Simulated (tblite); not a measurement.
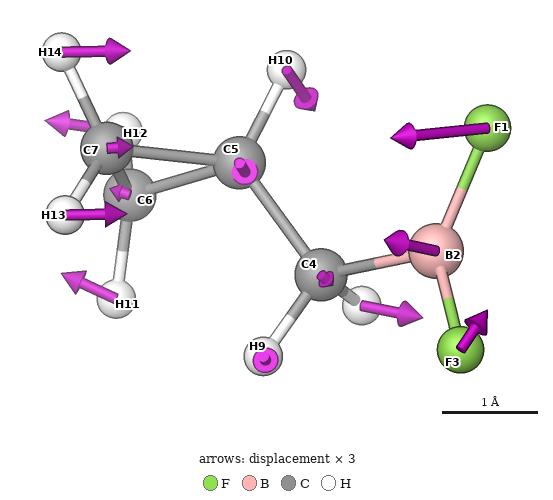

A relaxation of C₄H₇BF₂. The starting structure is drawn; purple arrows show the displacements, 3 times their true length. The two geometries are superimposed by the best rigid fit.

A ball-and-stick model, seen at a tilt.

Computed with GFN2-xTB geometry optimisation, gas phase in tblite 0.8.0. 

> Atoms of which element are displaced furthest, and by how much?

Fluorine: up to 0.40 Å, against 0.29 Å for hydrogen.

> Describe the change and its energy.

An F atom moves most after the best rigid fit: 0.40 Å. By element the largest moves are F 0.40 Å, H 0.29 Å, B 0.27 Å, C 0.21 Å. Near-neighbour distances that change, for instance: B–F 1.471 → 1.319 Å, B–F 1.436 → 1.317 Å, C–H 1.131 → 1.083 Å, C–C 1.530 → 1.498 Å. Among the angles between lasting bonds that change: C–C–C 112.2° → 119.7°, F–B–C 116.3° → 122.6°, C–C–H 112.0° → 117.2°. The energy falls by 1.074 eV in 72 geometry steps.
